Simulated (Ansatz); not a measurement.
**C2H8GeO3: density, localisation and related maps**

```xyz
14

C     0.9013   -1.1345    1.3738
C     0.6773   -0.9879   -0.1262
Ge   -0.4244    0.5336   -0.5713
O    -2.0873    0.3133    0.0086
O     0.1909    2.0210    0.1786
O    -0.4938    0.8128   -2.3219
H     1.5352   -1.9975    1.5907
H    -0.0430   -1.2759    1.9042
H     1.3874   -0.2504    1.7916
H     0.1869   -1.8702   -0.5455
H     1.6218   -0.8644   -0.6623
H    -2.3814    1.0768    0.5118
H     0.3186    2.7105   -0.4777
H    -1.4023    0.8835   -2.6256
```

Geometry: PBE0-D4/def2-TZVP.

These are results of Ansatz, RKS PBE0-D4/def2-TZVPP, not measurements.

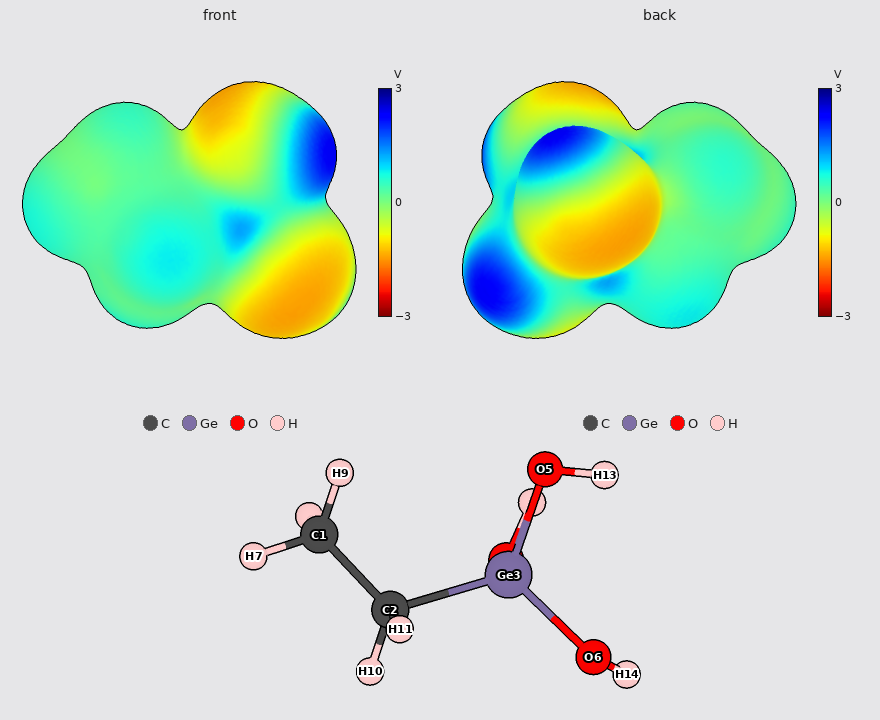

Figure 1. The electrostatic potential painted on the density surface at 0.002 e/bohr³, seen from the front and from behind; red is negative and blue positive. The bare structure is drawn below in the same view.

**Where is the surface potential most negative and most positive?**

The most negative region (about −1.4 V) lies over O4, O5 and O6, the most positive (about +2.3 V) over H12, H13 and H14.

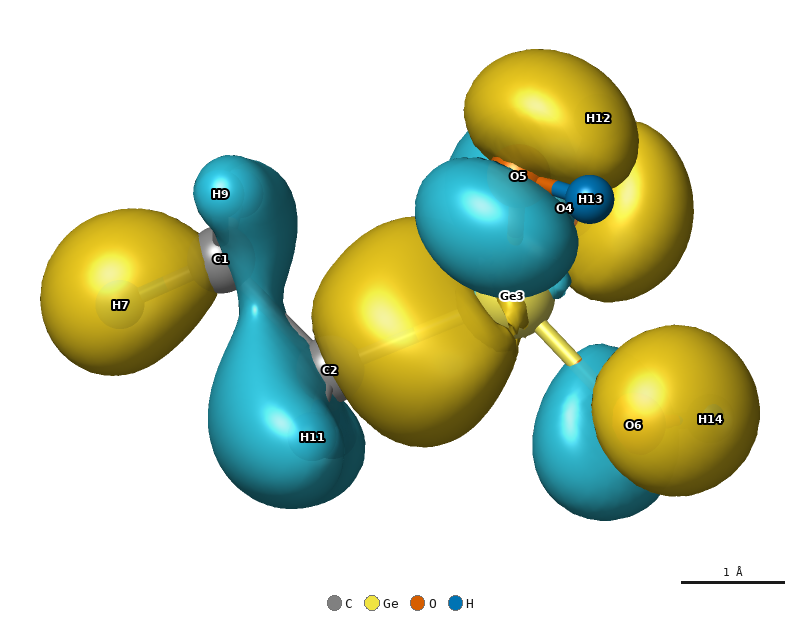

Figure 2. The HOMO at ±0.08 Å⁻³ᐟ² (yellow and cyan are the two phases), seen across its widest extent.

**Where does this orbital lie, and at what energy?**

Its weight (Hirshfeld) is mainly on C2 (about 20 %), O5 (about 15 %), O6 (about 15 %), O4 (about 15 %) and Ge3 (about 15 %). Its energy is −8.22 eV.

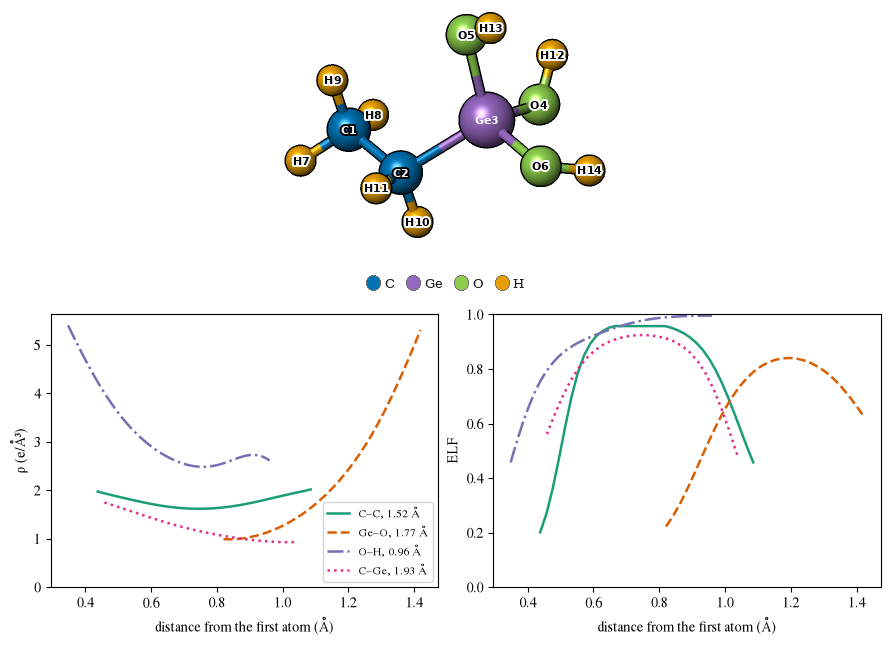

Figure 3. Electron density and electron localisation function along straight lines between neighbouring atoms. The curves leave out the atomic cores. The structure is drawn too.

**Compare the contacts.**

C–C (1.52 Å): the density is about 1.6 e/Å³ at the midpoint; the ELF peaks at about 0.95 between the atoms, as expected for a covalent bond.
Ge–O (1.77 Å): ρ at the midpoint is about 1 e/Å³; the ELF peaks at about 0.85 in the valence shell of O, 0.6 Å from its nucleus, and is about 0.35 at the midpoint.
O–H (0.96 Å): the density is about 3.8 e/Å³ at the midpoint; the ELF climbs to about 1 towards the hydrogen, as it does in any bond to H: a covalent bond by its length.
C–Ge (1.93 Å): the density is about 0.94 e/Å³ at the midpoint; the ELF peaks at about 0.90 between the atoms, as expected for a shared electron pair.
